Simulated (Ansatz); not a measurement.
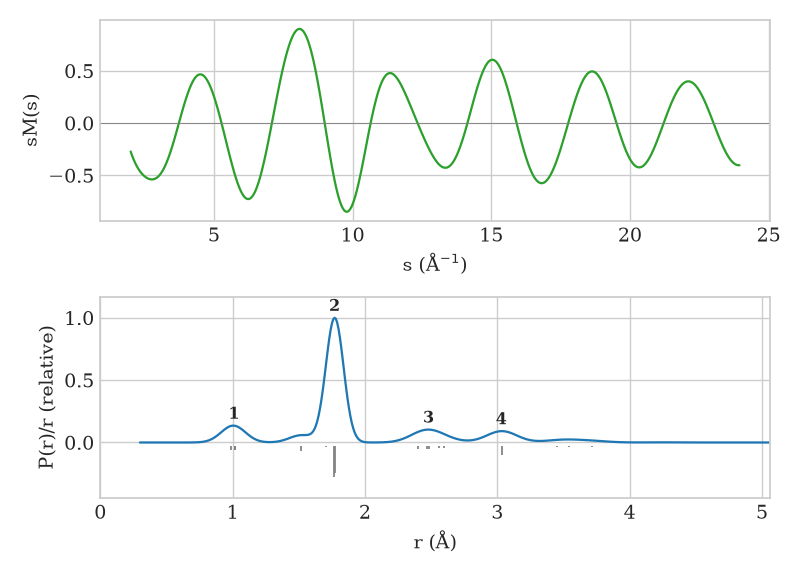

Simulated gas electron diffraction: reduced molecular intensity sM(s) from the Debye equation in the first Born approximation (top) and the radial distribution curve (bottom) of H₄NOSi (spin multiplicity 2). Each pair of atoms contributes with weight ZᵢZⱼ/r (bars below the curve); damping constant 0.001 Å²; vibrational amplitudes assumed, not computed: 0.05 Å for bonds, 0.078 Å for bonds to H, 0.06 + 0.015 r up to 0.15 Å for other pairs. The geometry is the end point of an optimisation (UKS PBE-D4/6-31G (Ansatz 0.2.0)); it may be a saddle point or a higher isomer. SMILES: N[SiH]O.

Question: Which pairs of atoms lie under the numbered peaks? Mark bonded pairs by – and others by ···.

Answer: Peak 1, 1.01 Å: O–H 0.98 Å, N–H 1.02 Å (×2)
Peak 2, 1.77 Å: Si–O 1.77 Å, Si–N 1.77 Å
Peak 3, 2.48 Å: Si···H 2.40–2.49 Å (×3), O···H 2.56 Å, N···H 2.60 Å, not resolved
Peak 4, 3.03 Å: O···N 3.03 Å
